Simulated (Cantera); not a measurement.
Input: 1 mol SiHCl3, a varied amount of NH3, 0.18 mol H2, equilibrated at 1150 K and 40000 Pa.

Method: chemical equilibrium by Gibbs-energy minimisation in Cantera with the NASA 1993 tables (ideal gas, pure condensed phases). Candidate condensed phases: NH4Cl, Si, Si3N4; 28 gas species. The tables' values for SiCl3 are old estimates; treat these amounts as uncertain. Rates play no part.

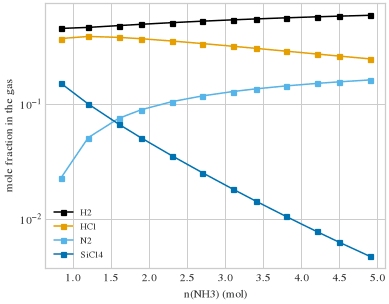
Figure. Equilibrium gas composition (values under 1e-9 drawn at 1e-9)

From 0.84 mol NH3 to 4.9 mol NH3 the condensed part is Si3N4(s). The main Si-bearing gas is SiCl4 throughout. The share of Si in condensed phases is highest at 4.9 mol NH3 (94.3 %) and lowest at 0.84 mol NH3 (52.7 %).
